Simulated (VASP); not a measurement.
# What spin-orbit coupling changes in Ta, part 3 of 3

Aim: run bands, DOS and a relaxation of Ta twice, without and with spin-orbit coupling. All runs use PBEsol. Left out of this account: 1 further run (fields: a reference on another mesh). The start is a cell from a database of measured crystal structures.

VASP 6.6.1, plane waves and PAW; the level of theory is named at each step.

Still holding for the runs below: This run has no spin polarisation. Its electron count is odd, so without a moment it is a metal by construction.

So far. Step 5 (Total and projected DOS (PBEsol + SOC)): The DOS at the Fermi level goes from 1.45 to 1.49 states/eV/cell, a number that is sensitive to the mesh. The run took 2.9 times the core time, with 22 spinor bands against 16. Of the states within 0.3 eV of the Fermi level, the largest shares in the PAW spheres are Ta d 57 % and Ta p 8 %. The rest lies in smaller channels or between the spheres. The relaxed cell has a = 3.283 Å (conventional setting).

### 7. Full relaxation (PBEsol + SOC)

This step: PBEsol, spin-orbit coupling; plane waves and PAW (Ta_pv) (VASP 6.6.1).

The same relaxation with spinors and spin-orbit coupling.

File INCAR:

```
SYSTEM = Ta
PREC = Accurate
ENCUT = 400
EDIFF = 1E-06
NELM = 100
ISMEAR = -1
SIGMA = 0.05
LREAL = .FALSE.
ALGO = Normal
GGA = PS
LNONCOLLINEAR = .TRUE.
MAGMOM = 0 0 0
NBANDS = 22
GGA_COMPAT = .FALSE.
LASPH = .TRUE.
LSORBIT = .TRUE.
LMAXMIX = 4
LORBIT = 11
LWAVE = .FALSE.
LCHARG = .FALSE.
KPAR = 2
IBRION = 2
NSW = 60
ISIF = 3
EDIFFG = -0.01
```

File POSCAR:

```
Ta
1.0
   -1.6512800000      1.6512800000      1.6512800000
    1.6512800000     -1.6512800000      1.6512800000
    1.6512800000      1.6512800000     -1.6512800000
Ta
1
Direct
    0.0000000000      0.0000000000      0.0000000000
```

File KPOINTS:

```
Automatic mesh
0
Gamma
14 14 14
0 0 0
```

The projector-augmented-wave data sets are Ta_pv (PBE family, release 64).

Run with:

```sh
mpirun -np 2 vasp_ncl
```

What it wrote:

```text
[... set-up lines as in an earlier step ...]
 entering main loop
       N       E                     dE             d eps       ncg     rms          rms(c)
[... 12 cycles as in an earlier step ...]
   1 F= -.13272733E+02 E0= -.13268172E+02  d E =-.132727E+02  mag=    -0.0000    -0.0000     0.0000
 curvature:   0.00 expect dE= 0.000E+00 dE for cont linesearch  0.000E+00
 trial: gam= 0.00000 g(F)=  0.279E-63 g(S)=  0.263E-01 ort = 0.000E+00 (trialstep = 0.100E+01)
 search vector abs. value=  0.263E-01
 bond charge predicted
       N       E                     dE             d eps       ncg     rms          rms(c)
DAV:   1    -0.134938240235E+02   -0.22109E+00   -0.66405E+00  4822   0.333E+01    0.454E+00
DAV:   2    -0.133002565173E+02    0.19357E+00   -0.22517E-01  4822   0.560E+00    0.162E+00
DAV:   3    -0.132528399767E+02    0.47417E-01   -0.12557E-01  5234   0.410E+00    0.657E-01
DAV:   4    -0.132538338564E+02   -0.99388E-03   -0.32134E-03  5402   0.491E-01    0.219E-01
DAV:   5    -0.132537786576E+02    0.55199E-04   -0.17450E-04  5314   0.157E-01    0.706E-02
DAV:   6    -0.132537671561E+02    0.11502E-04   -0.10453E-04  5370   0.114E-01    0.387E-02
DAV:   7    -0.132537678479E+02   -0.69176E-06   -0.12544E-05  5116   0.395E-02    0.118E-03
DAV:   8    -0.132537677543E+02    0.93554E-07   -0.85029E-08  3048   0.333E-03
   2 F= -.13253768E+02 E0= -.13248781E+02  d E =0.189650E-01  mag=     0.0000     0.0000    -0.0000
 trial-energy change:    0.018965  1 .order    0.019557   -0.026316    0.065429
 step:   0.2949(harm=  0.2868)  dis= 0.00000  next Energy=   -13.276628 (dE=-0.390E-02)
 bond charge predicted
       N       E                     dE             d eps       ncg     rms          rms(c)
DAV:   1    -0.133960121025E+02   -0.14224E+00   -0.35058E+00  4818   0.248E+01    0.314E+00
DAV:   2    -0.132987008048E+02    0.97311E-01   -0.12961E-01  4846   0.398E+00    0.113E+00
DAV:   3    -0.132763377309E+02    0.22363E-01   -0.63050E-02  5134   0.278E+00    0.408E-01
DAV:   4    -0.132767368954E+02   -0.39916E-03   -0.98049E-04  5440   0.302E-01    0.168E-01
DAV:   5    -0.132767375909E+02   -0.69550E-06   -0.75206E-05  5370   0.994E-02    0.516E-02
DAV:   6    -0.132767281027E+02    0.94882E-05   -0.37403E-05  5222   0.644E-02    0.227E-02
DAV:   7    -0.132767264562E+02    0.16464E-05   -0.21041E-06  5136   0.153E-02    0.940E-04
DAV:   8    -0.132767264865E+02   -0.30276E-07   -0.16257E-08  2720   0.148E-03
   3 F= -.13276726E+02 E0= -.13272023E+02  d E =-.399373E-02  mag=     0.0000     0.0000    -0.0000
 curvature:  -0.14 expect dE=-0.711E-06 dE for cont linesearch -0.711E-06
 trial: gam=-0.01354 g(F)=  0.147E-63 g(S)=  0.496E-05 ort = 0.361E-03 (trialstep = 0.859E+00)
 search vector abs. value=  0.103E-08
 reached required accuracy - stopping structural energy minimisation
```

Wall time 59 s (2 MPI ranks of AMD EPYC 7R43, shared host); peak memory 0.31 GiB.

OUTCAR, selected parts (step 7):

```text
   NELECT =      11.0000    total number of electrons

 E-fermi :   5.4337

 k-point     1 :       0.0000    0.0000    0.0000
  band No.  band energies     occupation
    ...
      4     -24.9175      1.00000
      5     -24.9175      1.00000
      6     -24.9175      1.00000
      7      -2.5297      1.00000
      8      -2.5297      1.00000
      9       6.0165      0.00001
     10       6.0165      0.00001
     11       6.0165      0.00001
     12       6.0165      0.00001
     13       6.4345      0.00000
    ...

  Total       -0.0058519     -0.0058519     -0.0058519      0.0000000      0.0000000     -0.0000000
  in kB       -0.5301669     -0.5301669     -0.5301669      0.0000000      0.0000000     -0.0000000
  external PRESSURE =      -0.5301669 kB  Pullay stress =       0.0000000 kB

 POSITION                                       TOTAL-FORCE (eV/Angst)
 -----------------------------------------------------------------------------------
      0.00000      0.00000      0.00000         0.000000      0.000000     -0.000000
 -----------------------------------------------------------------------------------
    total drift:                                0.000000     -0.000000      0.000000

  FREE ENERGIE OF THE ION-ELECTRON SYSTEM (eV)
  ---------------------------------------------------
  free  energy   TOTEN  =       -13.2767264865 eV

  energy  without entropy=      -13.2673187162  energy(sigma->0) =      -13.27202260

 Spin-Orbit-Coupling matrix elements
 Ion:    1  E_soc:     -1.4160305

 magnetization (x)
# of ion       s       p       d       tot
------------------------------------------
    1        0.000   0.000   0.000   0.000

 magnetization (y)
# of ion       s       p       d       tot
------------------------------------------
    1        0.000   0.000  -0.000  -0.000

[... 9 parts as in an earlier step ...]

[... 10 further parts left out ...]
```

CONTCAR:

```
Ta
   1.00000000000000
    -1.6412630487541411    1.6412630487541411    1.6412630487541411
     1.6412630487541411   -1.6412630487541411    1.6412630487541411
     1.6412630487541411    1.6412630487541411   -1.6412630487541411
  Ta
     1
Direct
     0.0000000000000000    0.0000000000000000    0.0000000000000000
```

Step by step:

| step | energy less that of the first step (eV) | largest force (eV/Å) | pressure (GPa) | volume (Å³) |
| --- | --- | --- | --- | --- |
| 1 | 0.0000 | 0.0000 | -3.79 | 18.01 |
| 2 | 0.0190 | 0.0000 | 10.04 | 16.92 |
| 3 | -0.0040 | 0.0000 | -0.05 | 17.68 |

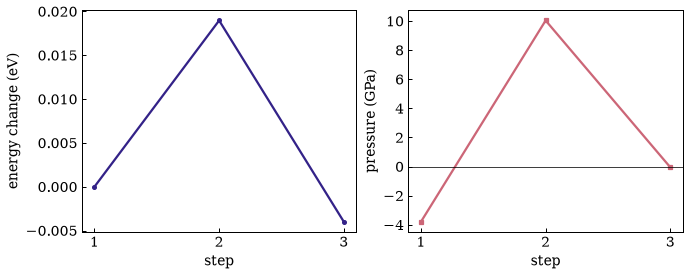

Energy and pressure along the relaxation.

| conventional cell, symmetrised | before | after | change |
| --- | --- | --- | --- |
| a (Å) | 3.303 | 3.283 | -0.6 % |
| b (Å) | 3.303 | 3.283 | -0.6 % |
| c (Å) | 3.303 | 3.283 | -0.6 % |
| volume (Å³/atom) | 18.01 | 17.68 | -1.8 % |

Final coordinates:

```
Ta
1.0
    -1.64126    1.64126    1.64126
     1.64126   -1.64126    1.64126
     1.64126    1.64126   -1.64126
Ta
1
Direct
  0.00000 0.00000 0.00000
```

Numbers from this step:

| Item | Value |
| --- | --- |
| bands | 22 |
| free energy (TOTEN) | -13.28 eV |
| energy at zero smearing | -13.27 eV |
| Fermi energy | 5.434 eV |
| pressure | -0.05302 GPa |
| SCF cycles over all ionic steps | 28 |

On-site spin-orbit energy by atom:

| atom | on-site spin-orbit energy (eV) |
| --- | --- |
| Ta1 | -1.42 |

The cell ends at 17.68 Å³/atom, -0.1 % from the run without the coupling. The run took 4.3 times the core time, with 22 spinor bands against 11.

The cell shrank by 1.8 % in volume.

### 8. The runs together

```
                               quantity  without  with spin-orbit coupling
                               gap (eV)     none                      none
                    core minutes, bands     0.37                       1.2
DOS at the Fermi level (states/eV/cell)     1.45                      1.49
                      core minutes, DOS     0.32                      0.93
               relaxed volume (Å³/atom)    17.70                     17.68
               core minutes, relaxation     0.46                       2.0
```

### 9. Summary of results

* gap (eV), without → with: none → none
* DOS at the Fermi level (states/eV/cell), without → with: 1.45 → 1.49
* relaxed volume (Å³/atom), without → with: 17.70 → 17.68

What this shows: Ta has no gap with or without spin-orbit coupling. The relaxed volume moves by -0.1 %. The spinor runs cost 2.9 to 4.3 times as much, on a shared host.

[Lines on the potential files, build, host, timing and source positions are cut from VASP's logs without a mark.]

[Logs are printed without paths, hosts, clocks, repeated set-up lines and the standing remarks that a program may print on its own settings, such as how far it seeks lower states.]

[Hosts, paths, dates, database ids (printed as entryN), source tags and the programs' standing remarks are cut or masked in the printed files.]

[A measured line is paired with the nearest computed mode of its activity, which favours agreement.]
